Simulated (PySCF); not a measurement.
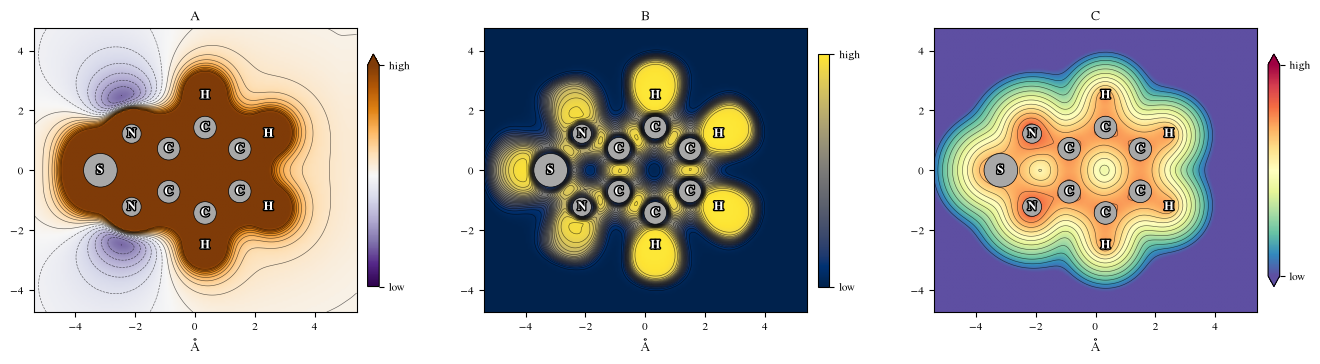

C$_{6}$H$_{4}$N$_{2}$S (SMILES c1ccc2nsnc2c1): 3 fields on the molecular plane, with unlabelled colour scales. Grey discs cover the atomic cores.

Geometry: GFN2-xTB.

The calculation used PBE0/def2-SVPD, SCF density, gas phase (PySCF).

```yaml
atoms:
  - { symbol: C, position_ang: [-1.4314, 0.8078, 0.1527] }
  - { symbol: C, position_ang: [-1.5350, -0.5990, 0.1015] }
  - { symbol: C, position_ang: [-0.4340, -1.3989, -0.0231] }
  - { symbol: C, position_ang: [0.8245, -0.7794, -0.1029] }
  - { symbol: N, position_ang: [2.0173, -1.3644, -0.2278] }
  - { symbol: S, position_ang: [3.1446, -0.2214, -0.2766] }
  - { symbol: N, position_ang: [2.1961, 1.0678, -0.1434] }
  - { symbol: C, position_ang: [0.9300, 0.6560, -0.0529] }
  - { symbol: C, position_ang: [-0.2249, 1.4454, 0.0789] }
  - { symbol: H, position_ang: [-2.3365, 1.3879, 0.2541] }
  - { symbol: H, position_ang: [-2.5159, -1.0463, 0.1637] }
  - { symbol: H, position_ang: [-0.5030, -2.4742, -0.0608] }
  - { symbol: H, position_ang: [-0.1361, 2.5191, 0.1188] }
```

Question: The panels show electron density, electron localisation function and electrostatic potential in some order. Assign them.

Answer: Panel A: electrostatic potential (strongly positive close to the atoms, with negative regions outside electron-rich atoms). Panel B: electron localisation function. Panel C: electron density. From the grid: C–N (1.33 Å): ρ is about 2.4 e/Å³ halfway; the ELF peaks at about 0.90 between the atoms; a covalent bond. C–C (1.37 Å): ρ is about 2.2 e/Å³ halfway; the ELF peaks at about 0.95 between the atoms: localised, covalent bonding.
